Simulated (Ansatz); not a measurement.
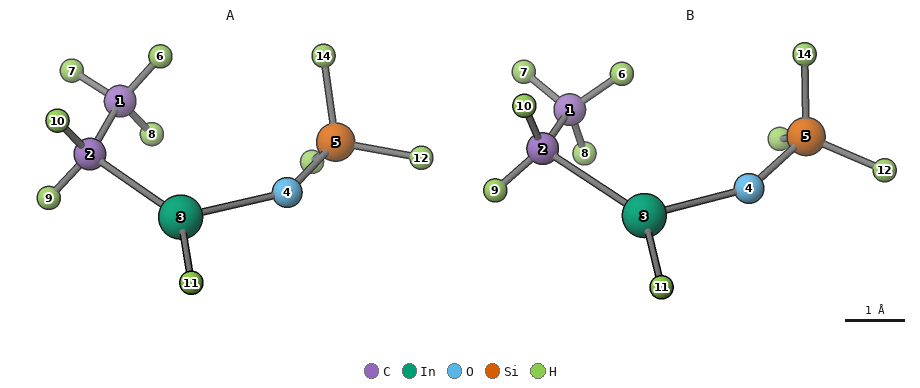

Two geometries of C2H9InOSi, drawn at one scale. One is the start of a relaxation, the other its converged end. The picture is a ball-and-stick view, seen from a free direction.

All numbers below come from RKS PBE0-D4/def2-TZVP (Ansatz 0.2.0). Set-up: force threshold 0.005 eV/Å; at most 150 steps.

> Which one is relaxed?

Structure A is the relaxed one. The start comes from GFN2-xTB. After 19 geometry steps the energy has fallen by 15.4 kJ/mol. The largest force component goes from 1.2 to 0.0038 eV/Å. The forces were under the threshold at step 12, but the run went on from there. The largest move after the best rigid fit is that of an H atom, 0.58 Å. By element the largest moves are H 0.58 Å, C 0.26 Å, Si 0.22 Å, In 0.12 Å, O 0.12 Å. Near-neighbour distances that change, for instance: C–In 2.260 → 2.149 Å, H–In 1.744 → 1.708 Å, H–Si 1.465 → 1.490 Å, In–O 1.979 → 2.004 Å. Among the angles between lasting bonds that change: In–O–Si 152.2° → 145.3°, C–C–In 109.0° → 113.9°, O–Si–H 106.5° → 110.5°. The run took about 40 s of wall time on a shared GPU.
